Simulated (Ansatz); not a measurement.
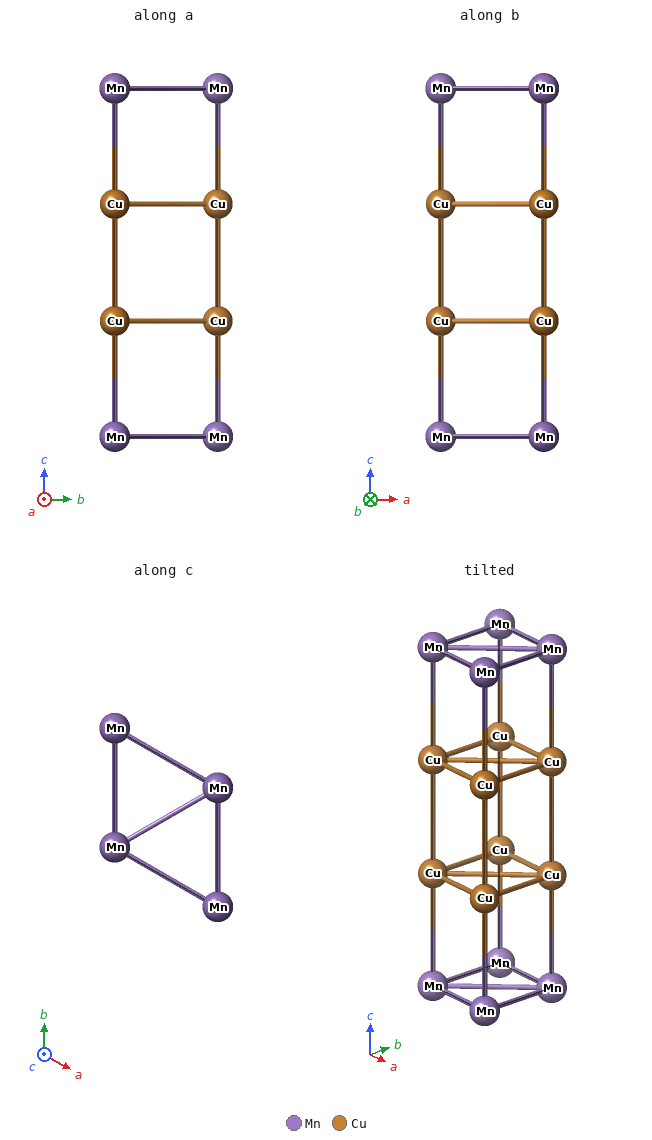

A ball-and-stick rendering, viewed along the a axis, along the b axis, along the c axis and slightly off an axis. The frame is the conventional unit cell; atoms at its boundary are shown with their periodic copies.

Lattice parameters: a = 2.519 Å, b = 2.519 Å, c = 7.368 Å, α = 90.00°, β = 90.00°, γ = 120.00°.

Record the structure as a table of Wyckoff sites, with free fractional coordinates to two decimals.

Space group P6/mmm (No. 191).
```tsv
atom	site	x	y	z
Mn	1a	0.00	0.00	0.00
Cu	2e	0.00	0.00	0.67
```

It goes back to a random cell made by a generator, so it need not be a real form of the compound. Atoms and cell were optimised with Ansatz, DFT PBE, scalar-relativistic, plane waves, PAW.
